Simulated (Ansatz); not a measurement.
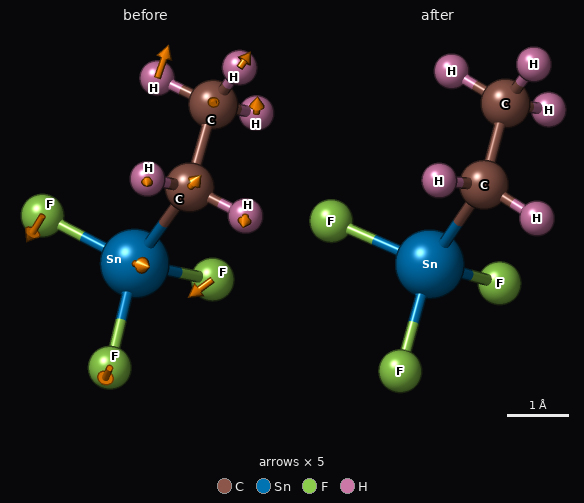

The structure of C2H5F3Sn (coarse preliminary run) before (left) and after (right) a relaxation, at one scale. The orange arrows give the displacements, 5 times their true length.

A ball-and-stick model, seen from a free direction.

The start comes from a force field.

These are results of Ansatz, RKS PBE-D4/def2-SVP, not measurements. Set-up: force threshold 0.03 eV/Å; at most 200 steps.

### Describe what moved and what it gained.

The largest move after the best rigid fit is that of an F atom, 0.13 Å. Largest moves by element: F 0.13 Å, H 0.12 Å, Sn 0.09 Å, C 0.07 Å. Among the contacts that change: F–Sn 1.835 → 1.948 Å, C–H 1.168 → 1.108 Å, C–H 1.058 → 1.110 Å, C–H 1.089 → 1.108 Å. Bond angles that change, for instance: C–Sn–F 108.5° → 116.2°, C–C–H 106.9° → 113.4°, F–Sn–F 110.6° → 104.1°. Over 4 geometry steps the energy falls by 10.9 kcal/mol. Largest force component: 4.1 eV/Å at the start, 0.027 eV/Å at the end. The run took 8.5 s on 4 threads of Arm Neoverse V1, on a shared host.
